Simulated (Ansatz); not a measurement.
**H2SO2 (SMILES O=[SH2]=O) at PBE0/STO-3G**

What is the energy change on altering one bond length of H2SO2 at PBE0/STO-3G? 

The results are computed with Ansatz 0.2.0.

45 further runs of the same task are left out: 1 that didn't finish, 44 set aside as unsound or not needed.

## (1) The structure to begin with

H2SO2: 5 atoms, total charge 0, spin state singlet. As SMILES, `O=[SH2]=O`. The shape is that of a GFN2-xTB optimisation.

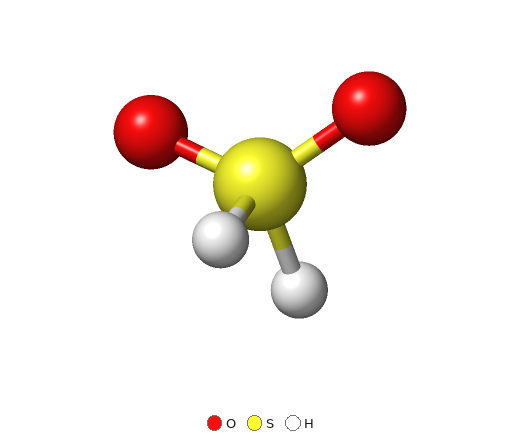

The structure, seen from a chosen angle (oxygen red, sulfur yellow, hydrogen white).

## (2) The energy at PBE0/STO-3G

Input file in.yaml:

```yaml
crystal:
  periodic: [false, false, false]
  atoms:
    - {symbol: O, position_ang: [-0.986390, 0.275820, 1.043450]}
    - {symbol: S, position_ang: [0.013430, -0.014140, 0.070290]}
    - {symbol: O, position_ang: [1.269430, -0.576280, 0.440760]}
    - {symbol: H, position_ang: [-0.558620, -0.842170, -0.901330]}
    - {symbol: H, position_ang: [0.262150, 1.156770, -0.653170]}
basis:
  gaussian: {orbitals: STO-3G}
accuracy: high
hamiltonian: {xc: {name: PBE0}}
```

Started as:

```console
$ ansatz run in.yaml --threads 1 --pin off --max-ram 2610MiB --events-out events.jsonl --progress --plain --runs-dir runs
```

The log of the run:

```text
Warning: RAYON_NUM_THREADS=1 ignored (pool sized by the plan → 1); use --threads N
Functional definition: PBE0
  name "PBE0"
  parameter a = 0.25
  parameter kappa = 0.804
  parameter beta = 0.06672455060314922
  exchange = (1 - a)*pbe_x(kappa = kappa, mu = beta*pi^2/3) + a*exact_x
  correlation = pbe_c(beta = beta)
388 factors; integrals over basis functions are off by at most 2.6e-8 eV
mean field evaluation 1: about -14756.8894 eV, gradient 5.2e1 eV
mean field evaluation 2: about -14733.1311 eV, gradient 1.0e2 eV
mean field evaluation 4: about -14766.3015 eV, gradient 1.6e0 eV
mean field evaluation 8: about -14766.3508 eV, gradient 1.4e-2 eV
mean field evaluation 16: about -14766.3508 eV, gradient 1.5e-6 eV
mean field -14766.35075619 eV, -542.6533812979 hartree, gradient 8.2e-9 eV, S^2 0.000000; 0 other end points of the search recorded, 0 dependent functions left out
reference -14766.35075717 eV, -542.6533813338 hartree; 17, 17 occupied and 4, 4 virtual orbitals, 388 factors
Total energy: -14766.35075717 eV, -542.6533813338 hartree
```

Wall time 1.2 s (1 thread of Arm Neoverse V1, shared host); peak memory 0.095 GiB.

## (3) The distorted shape

Input file run.yaml:

```yaml
crystal:
  periodic: [false, false, false]
  atoms:
    - {symbol: O, position_ang: [-0.843388, 0.482813, 1.286338]}
    - {symbol: S, position_ang: [0.156432, 0.192853, 0.313178]}
    - {symbol: O, position_ang: [1.412432, -0.369287, 0.683648]}
    - {symbol: H, position_ang: [-0.558620, -0.842170, -0.901330]}
    - {symbol: H, position_ang: [0.405152, 1.363763, -0.410282]}
basis:
  gaussian: {orbitals: STO-3G}
hamiltonian: {xc: pbe0}
accuracy: high
```

Started as:

```console
$ ansatz run run.yaml --threads 1 --pin off --max-ram 2610MiB --events-out events.jsonl --progress --plain --runs-dir runs
```

The log of the run, shortened:

```text
Warning: RAYON_NUM_THREADS=1 ignored (pool sized by the plan → 1); use --threads N
[... 7 set-up lines as earlier in the session ...]
388 factors; integrals over basis functions are off by at most 2.8e-8 eV
mean field evaluation 1: about -14757.0461 eV, gradient 5.1e1 eV
mean field evaluation 2: about -14733.8483 eV, gradient 9.7e1 eV
mean field evaluation 4: about -14766.0061 eV, gradient 4.0e0 eV
mean field evaluation 8: about -14766.1317 eV, gradient 1.5e-2 eV
mean field evaluation 16: about -14766.1317 eV, gradient 1.1e-6 eV
mean field -14766.13165490 eV, -542.6453294741 hartree, gradient 7.8e-9 eV, S^2 0.000000; 0 other end points of the search recorded, 0 dependent functions left out
reference -14766.13165592 eV, -542.6453295114 hartree; 17, 17 occupied and 4, 4 virtual orbitals, 388 factors
Total energy: -14766.13165592 eV, -542.6453295114 hartree
```

It took 1.2 s on 1 thread of Arm Neoverse V1, shared host; peak memory 0.095 GiB.

## (4) What came out

At PBE0/STO-3G:

| quantity | value |
| --- | --- |
| first shape: total energy | -542.65338 Eh |
| distorted shape: total energy | -542.64533 Eh |
| energy change with the S2–H4 bond stretched from 1.399 to 1.749 Å | 0.219 eV |

In words: With the S2–H4 bond stretched from 1.399 to 1.749 Å the energy rises by 0.22 eV (5.1 kcal/mol). The first shape isn't relaxed at this level, so the change isn't measured from a minimum. The minimal basis adds a large error of its own.
